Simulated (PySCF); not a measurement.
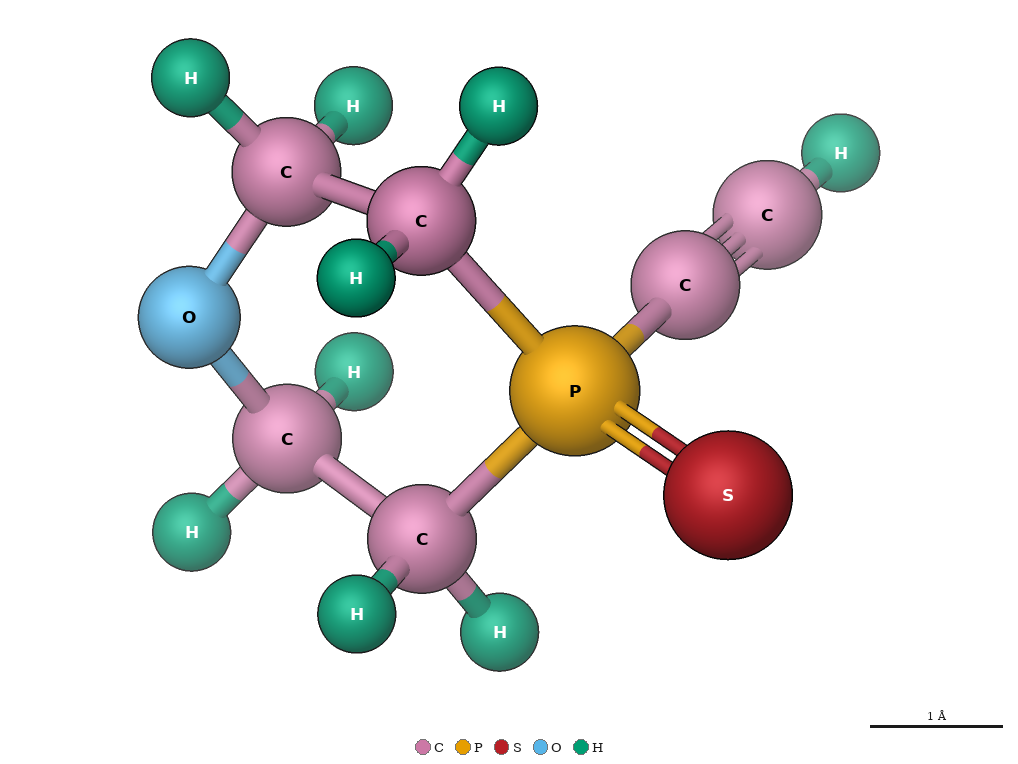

Distant atoms are faded towards the background colour. The geometry was computed by an optimisation with PBE0-D3(BJ)/def2-SVP. No frequency run is at hand to confirm it as a minimum. Masses are those of the most abundant isotopes; constants are for the rigid equilibrium geometry.

What kind of rotor is it, and what are its rotational constants in cm⁻¹?

Answer. An asymmetric top (Cs): A = 0.0559, B = 0.0323, C = 0.0276 cm⁻¹. Ray's parameter κ is −0.67, nearer the prolate limit.
